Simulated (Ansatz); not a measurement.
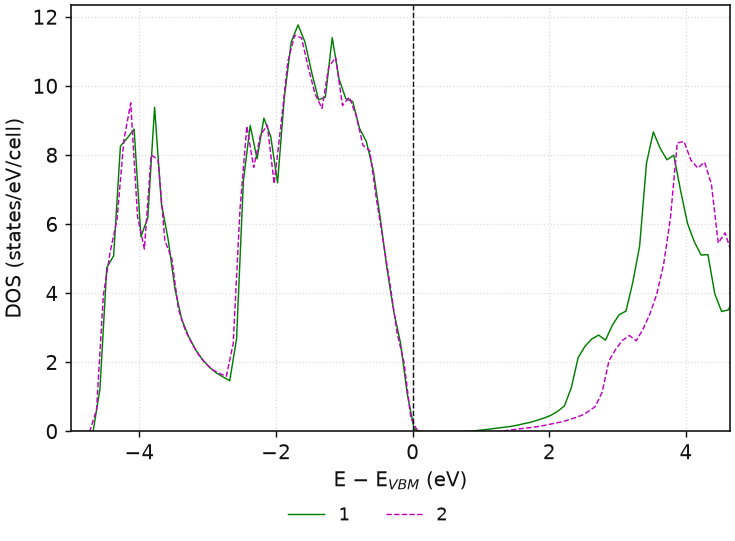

Total densities of states of Zn2Cd3Se5, space group I-4m2 (No. 119), 10 atoms in the cell, by two methods on the same cell. Each is counted from its own valence-band top.

### Which curve is which? The methods: r2SCAN, PBE.

1 is PBE; 2 is r2SCAN. PBE gives a gap of 0.64 eV and r2SCAN gives a gap of 1.14 eV.

Settings. PBE: DFT PBE, scalar-relativistic, plane waves, PAW, no spin polarisation, 10×10×10 k mesh, 420 eV cutoff (Ansatz). r2SCAN: DFT r2SCAN, scalar-relativistic, plane waves, PAW, no spin polarisation, 10×10×10 k mesh, 500 eV cutoff, Gaussian smearing of 0.02 eV (Ansatz).

The structure is an invented one, so it need not be a known or stable phase.
